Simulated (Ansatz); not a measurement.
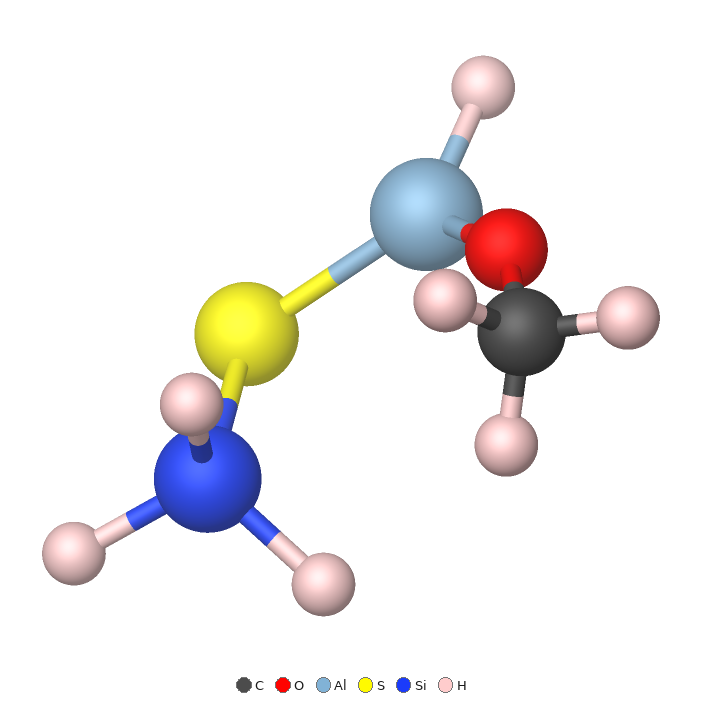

The geometry was computed by an optimisation with PBE0-D4/def2-TZVP. No frequency run is at hand to confirm it as a minimum.

Give the structural formula.

SMILES: C[O][AlH][S][SiH3]

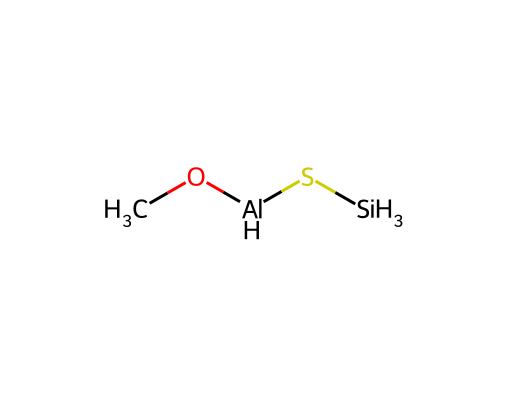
